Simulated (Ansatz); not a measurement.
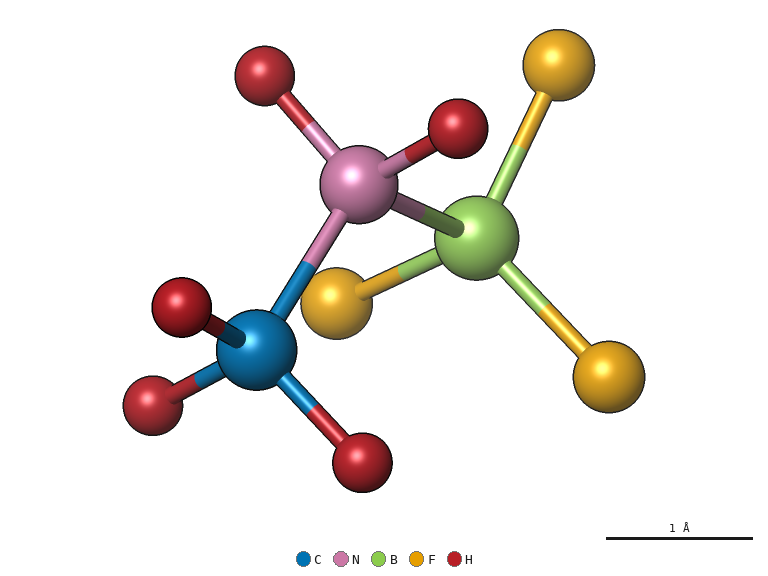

The picture shows a molecular structure as a ball-and-stick model.

The computed structure is the end point of a PBE0-D4/def2-TZVP optimisation.

Question: Which formula does it have?

Answer: CH₅BF₃N, 11 atoms: 1 carbon, 5 hydrogen, 1 boron, 3 fluorine and 1 nitrogen.

Question: Give the symmetry (Schoenflies symbol).

Answer: Cs.

Question: How many sets of symmetry-equivalent atoms are there?

Answer: 8: 1 C, 1 N, 1 B, 2 F, 1 F, 1 H, 2 H, 2 H.

Question: Count the bonded pairs by element.

Answer: 3 B–F, 3 C–H, 2 N–H, 1 C–N, 1 B–N.

The parts below concern this one geometry. Atoms keep their numbers from picture to picture.

**Electronic properties**

Properties computed with RKS r2SCANh-D4/def2-TZVPP (Ansatz 0.2.0).

Question: What is the dispersion correction?

Answer: −4.5 kJ/mol.

Question: Estimate the HOMO–LUMO gap.

Answer: 9.56 eV.

Question: Estimate the HOMO energy (Kohn–Sham orbital).

Answer: −9.30 eV.

**Charges**

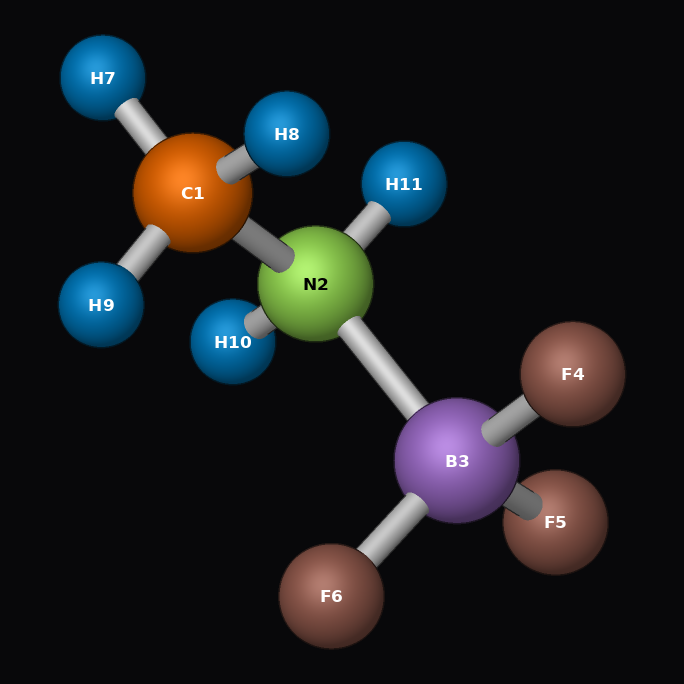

The questions are on Mulliken charges. Method: RKS B3LYP-D4/def2-TZVPP (Ansatz 0.2.0).

Question: Which atom carries the highest charge (most positive or least negative)?

Answer: B3 (0.58 e).

Question: And the lowest?

Answer: F4, F5, F6 (−0.33 e).

Give the Mulliken charges atom by atom.

```tsv
atom	value (e)
C1	−0.23
N2	−0.08
B3	0.58
F4	−0.33
F5	−0.33
F6	−0.33
H7	0.12
H8	0.14
H9	0.14
H10	0.17
H11	0.17
```

**Thermal motion**

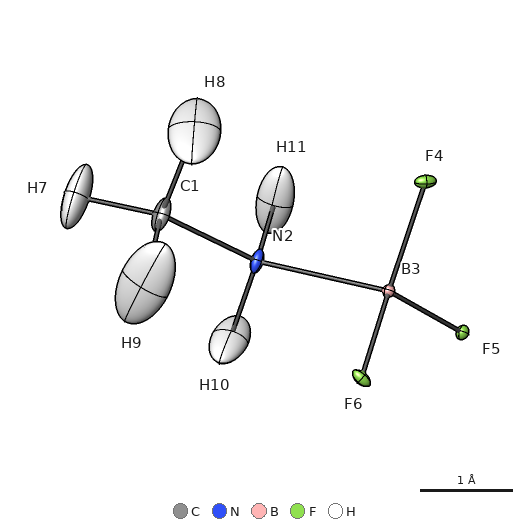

Displacement ellipsoids at the 50 % level, from the internal vibrations of the free molecule (harmonic, no overall translation or rotation; no half-axis is drawn under 0.075 Å). Vibrations computed with RKS PBE0-D4/def2-TZVP (Ansatz 0.2.0). Temperature: 200 K.

Question: Which atom moves most?

Answer: H8, H9, with U_eq = 0.0567 Å².

Question: Does H9 move more along its bond or across it?

Answer: Across it: the root-mean-square amplitude is 0.127 Å along the bond and up to 0.358 Å across, since bending and torsion are softer than stretching.

List U_eq and the three principal root-mean-square amplitudes for each kind of atom.

| atom | U_eq (Å²) | rms amplitudes (Å) |
| --- | --- | --- |
| C1 | 0.0073 | 0.037, 0.068, 0.127 |
| N2 | 0.0038 | 0.036, 0.043, 0.091 |
| B3 | 0.0017 | 0.038, 0.042, 0.043 |
| F4, F6 | 0.0031 | 0.032, 0.043, 0.079 |
| F5 | 0.0022 | 0.032, 0.049, 0.055 |
| H7 | 0.0286 | 0.092, 0.140, 0.240 |
| H8, H9 | 0.0567 | 0.087, 0.186, 0.358 |
| H10, H11 | 0.0333 | 0.080, 0.132, 0.276 |

**Dipole moment**

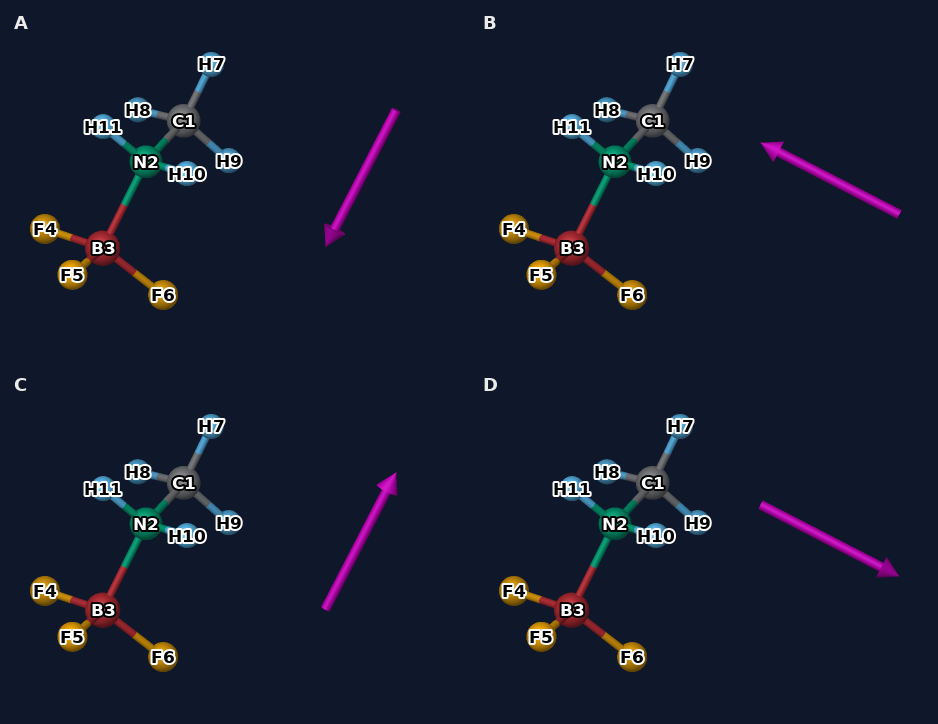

The same molecule four times, each with an arrow. Properties computed with RKS ωB97M-V/def2-TZVPP (Ansatz 0.2.0).

Question: Which arrow points along the dipole moment, from the negative to the positive end?

Answer: C. The dipole moment is 6.23 D; it points from the side of F4, F5, F6 to the side of H7 (the outermost atoms at the two ends).

Mulliken values depend strongly on the basis set and can even reverse the polarity of a bond.
